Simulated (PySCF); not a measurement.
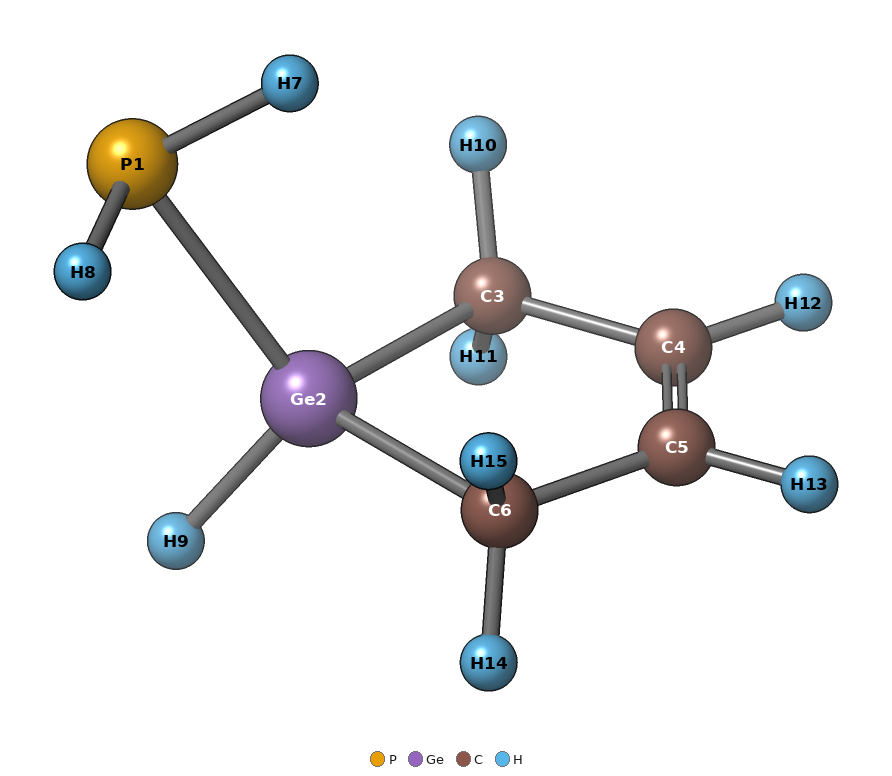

Atoms fade into the background with distance from the viewer. Computed geometry: PBE0-D3(BJ)/def2-SVP optimisation. No frequency run is at hand to confirm it as a minimum.

How is the 5-membered ring Ge2–C3–C4–C5–C6 puckered?

It is planar. The Cremer–Pople amplitude Q is 0.05 Å.

Give the torsion angles round the ring, beginning with the bond from its second to its third atom.

3°, 0°, −3°, 3°, −3°.
